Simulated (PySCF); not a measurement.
Consider C5H11AlF (charge −1).

```yaml
atoms:
  - { symbol: F, position_ang: [-1.6224, 0.8224, -2.2898] }
  - { symbol: C, position_ang: [-1.3966, 0.0059, -1.1768] }
  - { symbol: C, position_ang: [-1.6694, 0.7731, 0.1244] }
  - { symbol: C, position_ang: [-0.3869, 0.6213, 0.9584] }
  - { symbol: C, position_ang: [0.3305, -0.6184, 0.4081] }
  - { symbol: Al, position_ang: [2.3658, -0.5127, 0.7902] }
  - { symbol: C, position_ang: [0.0508, -0.4709, -1.0915] }
  - { symbol: H, position_ang: [-2.0956, -0.8310, -1.3109] }
  - { symbol: H, position_ang: [-1.9031, 1.8152, -0.1038] }
  - { symbol: H, position_ang: [-2.5274, 0.3412, 0.6453] }
  - { symbol: H, position_ang: [-0.6007, 0.5386, 2.0249] }
  - { symbol: H, position_ang: [0.2593, 1.4916, 0.8125] }
  - { symbol: H, position_ang: [-0.2401, -1.5010, 0.7522] }
  - { symbol: H, position_ang: [2.5908, -0.5240, 2.3839] }
  - { symbol: H, position_ang: [3.0942, -1.7550, 0.0731] }
  - { symbol: H, position_ang: [2.8213, 0.8947, 0.1428] }
  - { symbol: H, position_ang: [0.7007, 0.3064, -1.5034] }
  - { symbol: H, position_ang: [0.2202, -1.3911, -1.6514] }
```

Geometry: GFN2-xTB.

Computed with PBE0/pcSseg-1, SCF density, gas phase, non-relativistic in PySCF.

> What will maps of the electron density and electron localisation function show?

C–C (1.53 Å): ρ at the midpoint is about 1.7 e/Å³; the ELF peaks at about 0.95 between the atoms: localised, covalent bonding.

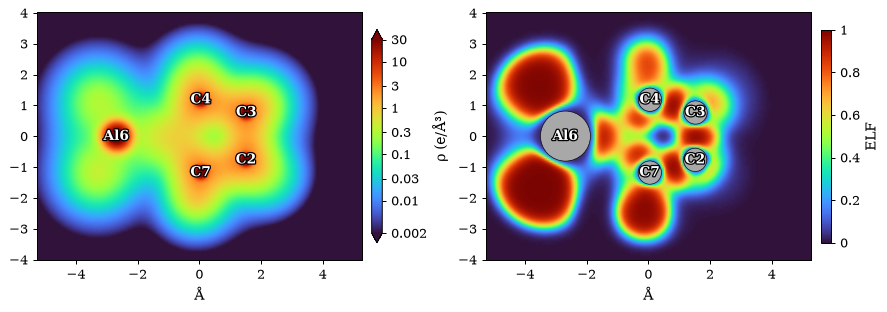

Computed electron density and electron localisation function on the plane of atoms C3, C2 and C7, in this order. Grey discs cover the atomic cores in the ELF map. 
